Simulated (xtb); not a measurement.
Geometry relaxation of CuAsH₄O (charge −1) (part 4 of 5)

Continued. System: CuAsH₄O (Cu(AsH3)(OH)), charge −1, multiplicity 2. Method: GFN2-xTB (xtb 6.7.1). The geometry comes from this level: GFN2-xTB.

Geometry of the input (Å):
```
Cu -0.0314  0.0559  -1.0663
As -0.0677  0.0845  1.1747
H  1.1661  -0.0234  1.9934
H  -0.7910  -0.9195  1.9952
H  -0.5879  1.2266  1.9609
O  -0.0585  0.1530  -2.8074
H  0.3704  -0.5771  -3.2505
```

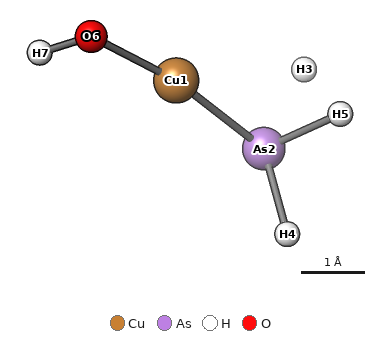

Figure 1. The geometry at step 8 of the log (ball-and-stick view, seen at a tilt; atoms are numbered from 1 in the order of the input).

What the program printed, continued
```
........................................................................
.............................. CYCLE   26 ..............................
........................................................................

 iter      E             dE          RMSdq      gap      omega  full diag
   1    -12.5580984 -0.125581E+02  0.466E-02    5.02       0.0  T
   2    -12.5580982  0.193494E-06  0.295E-02    5.02       1.3  T
   3    -12.5580958  0.239563E-05  0.385E-02    5.02       1.0  T
   4    -12.5580991 -0.330474E-05  0.127E-02    5.02       3.0  T
   5    -12.5580992 -0.758632E-07  0.868E-03    5.02       4.4  T
   6    -12.5580993 -0.696394E-07  0.209E-03    5.02      18.1  T
   7    -12.5580993 -0.290871E-08  0.569E-04    5.02      66.4  T
   8    -12.5580993  0.446985E-10  0.241E-04    5.02     156.8  T
     SCC iter.                  ...        0 min,  0.001 sec
     gradient                   ...        0 min,  0.001 sec
 * total energy  :   -12.5260737 Eh     change       -0.7566421E-06 Eh
   gradient norm :     0.0005201 Eh/α   predicted    -0.1103422E-05 (  45.83%)
   displ. norm   :     0.0194695 α      lambda       -0.2306181E-05
   maximum displ.:     0.0144883 α      in ANC's #3, #1, #2, ...

   *** GEOMETRY OPTIMIZATION CONVERGED AFTER 26 ITERATIONS ***

------------------------------------------------------------------------
 total energy gain   :        -0.0691578 Eh      -43.3972 kcal/mol
 total RMSD          :         0.9116036 a0        0.4824 Å
 total power (kW/mol):        -6.9836071 (step)-2323.3159 (real)
------------------------------------------------------------------------

 ANCopt (total)                0 d,  0 h,  0 min,  0.078 sec
 optimizer setup                ...        0 min,  0.000 sec (  0.131%)
 model hessian                  ...        0 min,  0.000 sec (  0.182%)
 ANC generation                 ...        0 min,  0.000 sec (  0.178%)
 coordinate transformation      ...        0 min,  0.000 sec (  0.153%)
 single point calculation       ...        0 min,  0.074 sec ( 94.939%)
 optimization log               ...        0 min,  0.001 sec (  1.853%)
 hessian update                 ...        0 min,  0.000 sec (  0.153%)
 rational function              ...        0 min,  0.001 sec (  1.510%)

================
 final structure:
================
7
 xtb: 6.7.1 (unknown-commit)
Cu           0.05788741585993       -0.04068111055541       -0.90687831680638
As          -0.01771856455921       -0.27078020353354        1.33322717508194
H            1.80479820728639        0.50355763983383        1.97656741531678
H           -1.46292328007598       -0.89201373991686        1.58594363660401
H           -0.55846680000228        1.02882477492095        1.80487518589247
O           -0.05161509370059        0.23757959872788       -2.67365227127897
H            0.22804811519181       -0.56648695947683       -3.12007282480967

 Bond Distances (Angstroems)
 ---------------------------
Cu1-As2=2.2532       Cu1-O6=1.7919        As2-Cu1=2.2532       As2-H4=1.5932        As2-H5=1.4845        H4-As2=1.5932
H5-As2=1.4845        O6-Cu1=1.7919        O6-H7=0.9613         H7-O6=0.9613
 O  H  Rav=0.9613 sigma=0.0000  Rmin=0.9613  Rmax=0.9613     1
 Cu O  Rav=1.7919 sigma=0.0000  Rmin=1.7919  Rmax=1.7919     1
 As H  Rav=1.5389 sigma=0.0544  Rmin=1.4845  Rmax=1.5932     2
 As Cu Rav=2.2532 sigma=0.0000  Rmin=2.2532  Rmax=2.2532     1

 selected bond angles (degree)
 --------------------
O6-Cu1-As2=173.76              H4-As2-Cu1=103.18              H5-As2-Cu1=103.81              H5-As2-H4= 87.74
H7-O6-Cu1=108.07

 selected dihedral angles (degree)
 ---------------------------------
H4-As2-Cu1-O6= 52.06          H5-As2-Cu1-O6=321.15          H7-O6-Cu1-As2=221.28
           -------------------------------------------------
          |                Final Singlepoint                |
           -------------------------------------------------

          ...................................................
          :                      SETUP                      :
          :.................................................:
          :  # basis functions                  28          :
          :  # atomic orbitals                  26          :
          :  # shells                           12          :
          :  # electrons                        27          :
          :  max. iterations                   250          :
          :  Hamiltonian                  GFN2-xTB          :
          :  restarted?                      false          :
          :  GBSA solvation                  false          :
          :  PC potential                    false          :
          :  electronic temp.          300.0000000     K    :
          :  accuracy                    1.0000000          :
          :  -> integral cutoff          0.2500000E+02      :
          :  -> integral neglect         0.1000000E-07      :
          :  -> SCF convergence          0.1000000E-05 Eh   :
          :  -> wf. convergence          0.1000000E-03 e    :
          :  Broyden damping             0.4000000          :
          :  net charge                         -1          :
          :  unpaired electrons                  1          :
          ...................................................

 iter      E             dE          RMSdq      gap      omega  full diag
   1    -12.5580993 -0.125581E+02  0.115E-04    5.02       0.0  T
   2    -12.5580993  0.325588E-10  0.139E-04    5.02     272.1  T
   3    -12.5580993 -0.564206E-10  0.588E-05    5.02     642.9  T

   *** convergence criteria satisfied after 3 iterations ***

         #    Occupation            Energy/Eh            Energy/eV
      -------------------------------------------------------------
         1        2.0000           -0.4750060             -12.9256
       ...           ...                  ...                  ...
         8        2.0000           -0.2058210              -5.6007
         9        2.0000           -0.1711376              -4.6569
        10        2.0000           -0.1680865              -4.5739
        11        1.9999           -0.1669213              -4.5422
        12        1.9998           -0.1657602              -4.5106
        13        1.9994           -0.1649850              -4.4895
        14        1.0009           -0.1512017              -4.1144 (HOMO)
        15                          0.0333493               0.9075 (LUMO)
        16                          0.0680078               1.8506
        17                          0.1090832               2.9683
        18                          0.1600403               4.3549
        19                          0.1719224               4.6782
       ...                                ...                  ...
        26                          1.3990784              38.0709
      -------------------------------------------------------------
                  HL-Gap            0.1845510 Eh            5.0219 eV
             Fermi-level           -0.1083962 Eh           -2.9496 eV

 SCC (total)                   0 d,  0 h,  0 min,  0.002 sec
 SCC setup                      ...        0 min,  0.000 sec (  2.524%)
 Dispersion                     ...        0 min,  0.000 sec (  0.954%)
 classical contributions        ...        0 min,  0.000 sec (  0.321%)
 integral evaluation            ...        0 min,  0.000 sec ( 24.432%)
 iterations                     ...        0 min,  0.000 sec ( 25.075%)
 molecular gradient             ...        0 min,  0.001 sec ( 40.617%)
 printout                       ...        0 min,  0.000 sec (  4.520%)

         :::::::::::::::::::::::::::::::::::::::::::::::::::::
         ::                     SUMMARY                     ::
         :::::::::::::::::::::::::::::::::::::::::::::::::::::
         :: total energy             -12.526073696404 Eh    ::
         :: gradient norm              0.000520327061 Eh/a0 ::
         :: HOMO-LUMO gap              5.021888066766 eV    ::
         ::.................................................::
         :: SCC energy               -12.558097554656 Eh    ::
         :: -> isotropic ES            0.153219142477 Eh    ::
         :: -> anisotropic ES          0.004364882689 Eh    ::
         :: -> anisotropic XC         -0.004384387914 Eh    ::
         :: -> dispersion             -0.005232052006 Eh    ::
         :: repulsion energy           0.032023858252 Eh    ::
         :: add. restraining           0.000000000000 Eh    ::
         :: total charge              -0.999999999935 e     ::
         :::::::::::::::::::::::::::::::::::::::::::::::::::::

           -------------------------------------------------
          |                Property Printout                |
           -------------------------------------------------

    * Orbital Energies and Occupations

         #    Occupation            Energy/Eh            Energy/eV
      -------------------------------------------------------------
         1        2.0000           -0.4750060             -12.9256
         2        2.0000           -0.3955805             -10.7643
         3        2.0000           -0.3380620              -9.1991
         4        2.0000           -0.2669591              -7.2643
         5        2.0000           -0.2640485              -7.1851
         6        2.0000           -0.2517204              -6.8497
         7        2.0000           -0.2328034              -6.3349
         8        2.0000           -0.2058210              -5.6007
         9        2.0000           -0.1711376              -4.6569
        10        2.0000           -0.1680865              -4.5739
        11        1.9999           -0.1669213              -4.5422
        12        1.9998           -0.1657602              -4.5106
        13        1.9994           -0.1649850              -4.4895
        14        1.0009           -0.1512017              -4.1144 (HOMO)
        15                          0.0333493               0.9075 (LUMO)
        16                          0.0680078               1.8506
        17                          0.1090832               2.9683
        18                          0.1600403               4.3549
        19                          0.1719224               4.6782
        20                          0.2184068               5.9432
        21                          0.2813631               7.6563
        22                          0.3497490               9.5172
        23                          0.4762441              12.9593
        24                          0.6493929              17.6709
        25                          1.0238589              27.8606
        26                          1.3990784              38.0709
      -------------------------------------------------------------
                  HL-Gap            0.1845510 Eh            5.0219 eV
             Fermi-level           -0.1083962 Eh           -2.9496 eV

     #   Z          covCN         q      C6AA      α(0)
     1  29          1.681     0.039   148.779    27.774
     2  33          3.107    -0.105   217.249    27.010
     3   1          0.249    -0.292    50.785    12.975
     4   1          0.955    -0.121     6.339     3.936
     5   1          0.973    -0.064     4.428     3.288
     6   8          1.555    -0.661    26.734     6.976
     7   1          0.806     0.202     1.105     1.651

 Mol. C6AA /au·bohr⁶  :       1975.166513
 Mol. C8AA /au·bohr⁸  :      92901.869314
 Mol. α(0) /au        :         83.609203

Wiberg/Mayer (AO) data.
largest (>0.10) Wiberg bond orders for each atom

 ---------------------------------------------------------------------------
     #   Z sym  total        # sym  WBO       # sym  WBO       # sym  WBO
 ---------------------------------------------------------------------------
     1  29      1.901 --     2      0.919     6      0.827
     2  33      3.571 --     5      0.972     1      0.919     4      0.919
                             3      0.724
     3   1      0.852 --     2      0.724
     4   1      0.979 --     2      0.919
     5   1      0.996 --     2      0.972
     6   8      1.812 --     7      0.935     1      0.827
     7   1      0.959 --     6      0.935
 ---------------------------------------------------------------------------

Topologies differ in total number of bonds
Writing topology from bond orders to xtbtopo.mol

molecular dipole:
                 x           y           z       tot (Debye)
 q only:       -0.434      -0.660       0.146
   full:       -0.634      -0.620      -0.461       2.541
molecular quadrupole (traceless):
                xx          xy          yy          xz          yz          zz
 q only:        4.168      -2.169       9.537      -4.986       3.103     -13.705
  q+dip:        5.198      -1.704       9.820      -7.402       5.462     -15.018
   full:        3.985      -2.721      11.241      -8.073       5.663     -15.226

           -------------------------------------------------
          |                Geometry Summary                 |
           -------------------------------------------------

      molecular mass/u    :      158.4988024
   center of mass at/Å    :        0.0096957      -0.1198546       0.0110240
  moments of inertia/u·Å² :        0.9577054E+01   0.3254561E+03   0.3291640E+03
rotational constants/cm⁻¹ :        0.1760211E+01   0.5179694E-01   0.5121347E-01

 * 4 selected distances

     #   Z          #   Z                                           value/Å
     1  29          2  33                                         2.2531612 (max)
     2  33          5   1                                         1.4845316
     1  29          6   8                                         1.7919014
     6   8          7   1                                         0.9612627 (min)

 * 4 distinct bonds (by element types)

   Z      Z             #   av. dist./Å        max./Å        min./Å
   1 H    8 O           1     0.9612627     0.9612627     0.9612627
   8 O   29 Cu          1     1.7919014     1.7919014     1.7919014
   1 H   33 As          1     1.4845316     1.4845316     1.4845316
  29 Cu  33 As          1     2.2531612     2.2531612     2.2531612

optimized geometry written to: xtbopt.xyz

           -------------------------------------------------
          | TOTAL ENERGY              -12.526073696404 Eh   |
          | GRADIENT NORM               0.000520327061 Eh/α |
          | HOMO-LUMO GAP               5.021888066766 eV   |
           -------------------------------------------------

------------------------------------------------------------------------
------------------------------------------------------------------------
 total:
 *  cpu-time:     0 d,  0 h,  0 min,  0.092 sec
 * ratio c/w:     0.997 speedup
 SCF:
 *  cpu-time:     0 d,  0 h,  0 min,  0.004 sec
 * ratio c/w:     1.000 speedup
 ANC optimizer:
 *  cpu-time:     0 d,  0 h,  0 min,  0.080 sec
 * ratio c/w:     0.996 speedup
```

File xtbopt.xyz
```
7
 energy: -12.526073696404 gnorm: 0.000520327061 xtb: 6.7.1 (unknown-commit)
Cu           0.05788741585993       -0.04068111055541       -0.90687831680638
As          -0.01771856455921       -0.27078020353354        1.33322717508194
H            1.80479820728639        0.50355763983383        1.97656741531678
H           -1.46292328007598       -0.89201373991686        1.58594363660401
H           -0.55846680000228        1.02882477492095        1.80487518589247
O           -0.05161509370059        0.23757959872788       -2.67365227127897
H            0.22804811519181       -0.56648695947683       -3.12007282480967
```

Standard error
```
normal termination of xtb
```

Trajectory as extended XYZ (Å, eV, eV/Å), 26 frames, from step=0 to step=25
```
7
Properties=species:S:1:pos:R:3 step=0 energy=-338.96995
Cu   -0.0314    0.0559   -1.0663
As   -0.0677    0.0845    1.1747
H     1.1661   -0.0234    1.9934
H    -0.7910   -0.9195    1.9952
H    -0.5879    1.2266    1.9609
O    -0.0585    0.1530   -2.8074
H     0.3704   -0.5771   -3.2505
7
Properties=species:S:1:pos:R:3 step=1 energy=-339.29743
Cu   -0.0331    0.0713   -1.0945
As   -0.0711    0.0652    1.0712
H     1.1369   -0.0002    2.0531
H    -0.7874   -0.8965    2.0577
H    -0.5617    1.1939    2.0313
O    -0.0609    0.1547   -2.8507
H     0.3773   -0.5884   -3.2680
7
Properties=species:S:1:pos:R:3 step=2 energy=-339.62126
Cu   -0.0429    0.1059   -1.1280
As   -0.0741   -0.0278    1.0409
H     1.2036    0.1097    2.0914
H    -0.8969   -0.9384    2.0713
H    -0.5141    1.2053    2.1137
O    -0.0624    0.1571   -2.9101
H     0.3867   -0.6117   -3.2792
7
Properties=species:S:1:pos:R:3 step=3 energy=-339.87777
Cu   -0.1213    0.1791   -1.1508
As    0.0008   -0.1813    1.0518
H     1.3871    0.2001    2.1385
H    -1.0620   -0.9575    2.0545
H    -0.5517    1.2369    2.1403
O    -0.0543    0.1698   -2.9752
H     0.4014   -0.6471   -3.2590
7
Properties=species:S:1:pos:R:3 step=4 energy=-339.99747
Cu   -0.1349    0.2089   -1.1303
As    0.0522   -0.2268    1.0870
H     1.4385    0.1981    2.1721
H    -1.0972   -0.9587    2.0292
H    -0.5816    1.2471    2.0448
O    -0.0723    0.1674   -2.9639
H     0.3953   -0.6361   -3.2389
7
Properties=species:S:1:pos:R:3 step=5 energy=-340.19754
Cu   -0.1572    0.2258   -1.0790
As    0.1050   -0.2848    1.1515
H     1.4681    0.2464    2.1850
H    -1.1462   -0.9355    1.9578
H    -0.5658    1.1936    1.8982
O    -0.0757    0.1711   -2.9156
H     0.3717   -0.6166   -3.1978
7
Properties=species:S:1:pos:R:3 step=6 energy=-340.42885
Cu   -0.1464    0.2191   -1.0136
As    0.1354   -0.3166    1.2313
H     1.5053    0.3448    2.1341
H    -1.2374   -0.8802    1.8386
H    -0.5216    1.0645    1.8000
O    -0.0832    0.1743   -2.8474
H     0.3479   -0.6059   -3.1429
7
Properties=species:S:1:pos:R:3 step=7 energy=-340.58409
Cu   -0.0976    0.1645   -0.9239
As    0.1288   -0.3214    1.3533
H     1.5848    0.5011    2.0105
H    -1.3927   -0.8457    1.6531
H    -0.4505    0.9160    1.7388
O    -0.0905    0.1839   -2.7535
H     0.3179   -0.5984   -3.0783
7
Properties=species:S:1:pos:R:3 step=8 energy=-340.68261
Cu   -0.0549    0.1276   -0.9071
As    0.1377   -0.3789    1.3435
H     1.6362    0.5280    2.0254
H    -1.4400   -0.8861    1.6536
H    -0.4719    0.9828    1.7016
O    -0.0999    0.2120   -2.7408
H     0.2928   -0.5854   -3.0762
7
Properties=species:S:1:pos:R:3 step=9 energy=-340.75982
Cu    0.0119    0.0501   -0.8901
As    0.0662   -0.2932    1.3552
H     1.6385    0.4830    1.9374
H    -1.3978   -0.9296    1.6193
H    -0.5080    1.0523    1.7644
O    -0.0776    0.2326   -2.7104
H     0.2669   -0.5952   -3.0758
7
Properties=species:S:1:pos:R:3 step=10 energy=-340.79936
Cu    0.1030   -0.0695   -0.8604
As    0.0600   -0.2398    1.3843
H     1.7114    0.5074    1.8667
H    -1.4702   -0.9005    1.5425
H    -0.5518    1.0321    1.8157
O    -0.0938    0.2368   -2.6631
H     0.2414   -0.5665   -3.0857
7
Properties=species:S:1:pos:R:3 step=11 energy=-340.81757
Cu    0.0577   -0.0432   -0.8800
As    0.0532   -0.2636    1.3658
H     1.7053    0.5153    1.8715
H    -1.4704   -0.9010    1.5860
H    -0.5273    1.0272    1.8218
O    -0.0851    0.2302   -2.6784
H     0.2665   -0.5649   -3.0867
7
Properties=species:S:1:pos:R:3 step=12 energy=-340.82873
Cu    0.0396   -0.0427   -0.8966
As    0.0249   -0.2687    1.3479
H     1.7159    0.5200    1.8402
H    -1.4742   -0.9025    1.6334
H    -0.5226    1.0269    1.8515
O    -0.0571    0.2348   -2.6810
H     0.2736   -0.5678   -3.0954
7
Properties=species:S:1:pos:R:3 step=13 energy=-340.83673
Cu    0.0288   -0.0408   -0.9007
As   -0.0145   -0.2816    1.3401
H     1.7531    0.5363    1.7810
H    -1.5020   -0.9058    1.6759
H    -0.5177    1.0195    1.8647
O    -0.0284    0.2389   -2.6670
H     0.2807   -0.5666   -3.0939
7
Properties=species:S:1:pos:R:3 step=14 energy=-340.83997
Cu    0.0198   -0.0524   -0.8989
As   -0.0223   -0.2721    1.3375
H     1.7675    0.5237    1.7674
H    -1.4992   -0.9008    1.6837
H    -0.5296    1.0230    1.8654
O    -0.0201    0.2404   -2.6601
H     0.2840   -0.5619   -3.0950
7
Properties=species:S:1:pos:R:3 step=15 energy=-340.84272
Cu    0.0218   -0.0571   -0.8916
As   -0.0273   -0.2692    1.3439
H     1.7807    0.5115    1.7672
H    -1.4956   -0.8993    1.6844
H    -0.5412    1.0283    1.8430
O    -0.0198    0.2419   -2.6515
H     0.2813   -0.5561   -3.0954
```
